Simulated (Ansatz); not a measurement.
```yaml
atoms:
  - { symbol: C, position_ang: [-3.9921, 2.0739, -0.0378] }
  - { symbol: Si, position_ang: [-3.9255, 0.3957, 0.7821] }
  - { symbol: C, position_ang: [-4.8324, -0.9008, -0.2127] }
  - { symbol: Cl, position_ang: [-4.8575, 0.5487, 2.6495] }
  - { symbol: C, position_ang: [-2.1476, -0.1222, 1.1287] }
  - { symbol: C, position_ang: [-1.2962, -0.3010, -0.1294] }
  - { symbol: C, position_ang: [0.1267, -0.6932, 0.2147] }
  - { symbol: F, position_ang: [0.1491, -1.8792, 0.8758] }
  - { symbol: F, position_ang: [0.6848, 0.2405, 1.0293] }
  - { symbol: C, position_ang: [1.0265, -0.8229, -1.0360] }
  - { symbol: F, position_ang: [0.3886, -1.6270, -1.9188] }
  - { symbol: F, position_ang: [1.1559, 0.4023, -1.5951] }
  - { symbol: C, position_ang: [2.4470, -1.4327, -0.8891] }
  - { symbol: F, position_ang: [2.9683, -1.4836, -2.1309] }
  - { symbol: F, position_ang: [2.3216, -2.6906, -0.4288] }
  - { symbol: C, position_ang: [3.4935, -0.7408, 0.0316] }
  - { symbol: F, position_ang: [4.6289, -1.4599, -0.1160] }
  - { symbol: F, position_ang: [3.0825, -0.8448, 1.3051] }
  - { symbol: C, position_ang: [3.8361, 0.7420, -0.2696] }
  - { symbol: F, position_ang: [2.8610, 1.5280, 0.2143] }
  - { symbol: F, position_ang: [3.9411, 0.9281, -1.5979] }
  - { symbol: C, position_ang: [5.1719, 1.2033, 0.3724] }
  - { symbol: F, position_ang: [5.2217, 0.8351, 1.6527] }
  - { symbol: F, position_ang: [5.2400, 2.5317, 0.3016] }
  - { symbol: F, position_ang: [6.2108, 0.6867, -0.2752] }
  - { symbol: H, position_ang: [-3.5244, 2.0482, -1.0364] }
  - { symbol: H, position_ang: [-3.4684, 2.8315, 0.5666] }
  - { symbol: H, position_ang: [-5.0347, 2.4062, -0.1650] }
  - { symbol: H, position_ang: [-5.8908, -0.6240, -0.3426] }
  - { symbol: H, position_ang: [-4.3898, -1.0140, -1.2167] }
  - { symbol: H, position_ang: [-4.7999, -1.8811, 0.2889] }
  - { symbol: H, position_ang: [-2.1639, -1.0630, 1.7057] }
  - { symbol: H, position_ang: [-1.6904, 0.6360, 1.7875] }
  - { symbol: H, position_ang: [-1.2403, 0.6282, -0.7209] }
  - { symbol: H, position_ang: [-1.7018, -1.0853, -0.7876] }
```

Geometry: r2SCAN-D4/def2-SVP.

The calculation used RKS PBE0-D4/def2-TZVP in Ansatz 0.2.0.

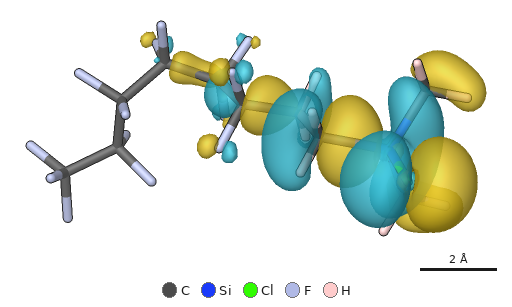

C$_{10}$H$_{10}$ClF$_{13}$Si (SMILES C[Si](C)(Cl)CCC(F)(F)C(F)(F)C(F)(F)C(F)(F)C(F)(F)C(F)(F)F). The HOMO at ±0.06 Å⁻³ᐟ² (yellow and cyan are the two phases), seen at a tilt.

### Describe this orbital and give its energy.

By Hirshfeld shares it lies mainly on Cl4 (about 35 %), C5 (about 20 %) and Si2 (about 15 %). Its energy is −8.56 eV.
